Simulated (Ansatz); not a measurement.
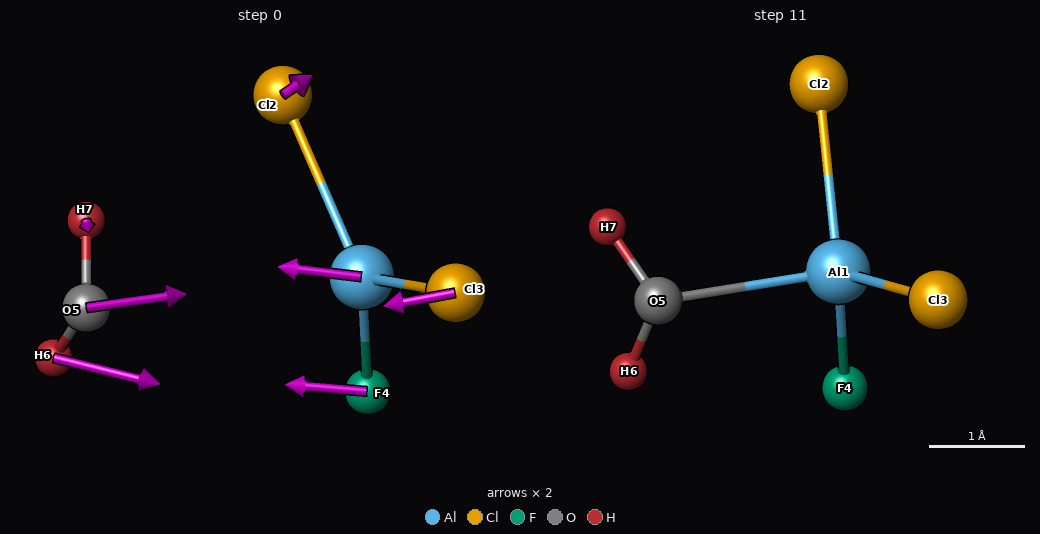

The structure of AlH2OCl2F before (left) and after (right) a relaxation, at one scale. The purple arrows give the displacements, magnified 2 times.

The picture is a ball-and-stick view, seen at a tilt.

The run prepares an end point of a later path (reaction) calculation, from a guessed geometry.

All numbers below come from RKS PBE0/def2-SVP (Ansatz). Set-up: no spin polarisation; force threshold 0.03 eV/Å; at most 50 steps.

What changed between the two?

The largest move after the best rigid fit is that of H6, 0.61 Å. By element the largest moves are H 0.61 Å, O 0.55 Å, Al 0.46 Å, F 0.45 Å, Cl 0.40 Å. Near-neighbour distances that change, for instance: Al1–O5 2.955 → 1.958 Å, Al1–Cl2 2.189 → 2.117 Å, Al1–Cl3 2.073 → 2.096 Å, Al1–F4 1.654 → 1.672 Å. New bonds form, among them: Al1–O5 (2.96 → 1.96 Å). Bond angles that change, for instance: Cl3–Al1–F4 121.4° → 117.2°, H6–O5–H7 103.8° → 107.7°, Cl2–Al1–Cl3 121.0° → 118.5°. After 11 geometry steps the energy has fallen by 99.3 kJ/mol. Largest force component: 1.4 eV/Å at the start, 0.028 eV/Å at the end. Cost: 33 s on 2 threads of Arm Neoverse V1, on a shared host, peak memory 0.19 GiB.

Limits of the set-up: the start holds two separate molecules, 2.6 Å apart at their closest, whose relative position is a soft coordinate and is computed without a dispersion correction.
